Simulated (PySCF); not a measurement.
# C$_{3}$H$_{8}$O$_{2}$SSi: what the fields show

```xyz
15

C    -2.3346    0.0627   -0.8532
C    -1.5059    0.1330    0.3857
S    -2.1333    0.2765    1.8805
O    -0.2018    0.0485    0.1443
C     0.6985    0.0736    1.2353
O     1.9699   -0.0405    0.7771
Si    2.4108   -0.1942   -0.7931
H    -3.3111    0.5016   -0.6718
H    -2.4702   -0.9820   -1.1349
H    -1.8297    0.5702   -1.6722
H     0.5705    1.0209    1.7854
H     0.4597   -0.7582    1.9189
H     3.8446   -0.2776   -0.5727
H     1.9967    0.9710   -1.5760
H     1.8316   -1.3976   -1.3921
```

Geometry: GFN2-xTB.

The calculation used PBE0/pcSseg-1, SCF density, gas phase, non-relativistic (PySCF 2.14.0).

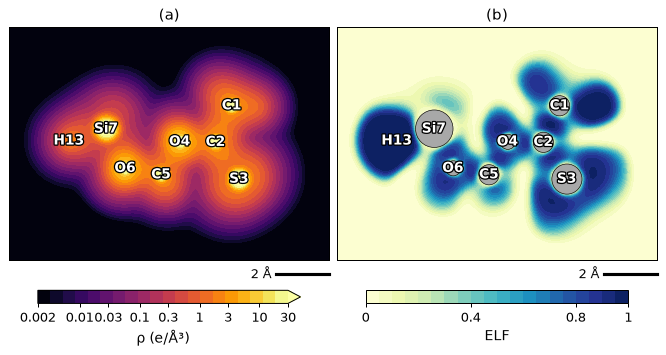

Figure 1. (a) total electron density; (b) ELF on the plane of atoms C1, C2 and O4. Grey discs cover the atomic cores in the ELF map.

Interpret the plot.

- Atoms in the plane: C, S, O, Si and H.
- C–O (1.33 Å): ρ at the midpoint is about 2.5 e/Å³; the ELF peaks at about 0.90 between the atoms: a polar covalent bond.
- C–C (1.49 Å): the density is about 1.8 e/Å³ at the midpoint; the ELF peaks at about 0.95 between the atoms, as expected for localised, covalent bonding.
- C–S (1.63 Å): the density is about 1.6 e/Å³ at the midpoint; the ELF peaks at about 0.90 between the atoms: a covalent bond.
- Si–O (1.64 Å): ρ is about 1.1 e/Å³ halfway; the ELF peaks at about 0.90 between the atoms; a shared but strongly polarised pair.
- C–O (1.41 Å): ρ is about 2 e/Å³ halfway, with its minimum of 1.7 e/Å³ about 0.5 Å from C; the ELF peaks at about 0.90 between the atoms, as expected for a polar covalent bond.
- The ELF also peaks beside S3, O6 and O4, away from the bonds: lone-pair regions.

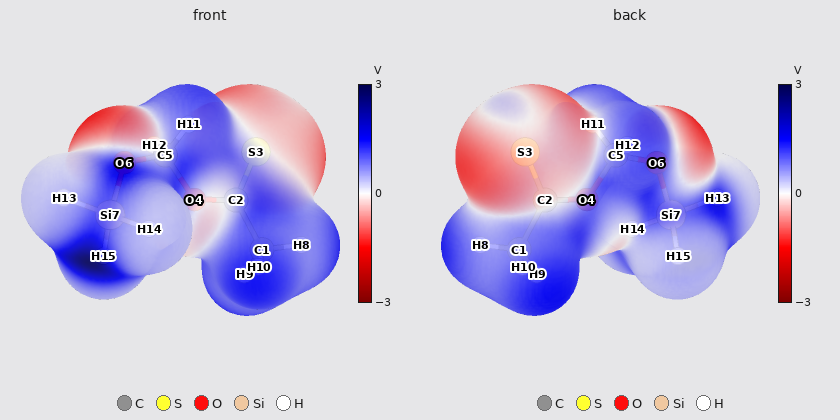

Figure 2. The molecular electrostatic potential painted on the density surface at 0.004 e/bohr³, seen from the front and from behind; red is negative and blue positive.

Describe the electrostatic potential map.

The most negative region (about −1.3 V, or −30 kcal/mol for a unit charge) lies over O6, the most positive (about +2.5 V, or +58 kcal/mol for a unit charge) over Si7. O6 is the likeliest acceptor of a hydrogen bond.

How polar is the molecule by this calculation?

Its dipole moment is 2.29 D.
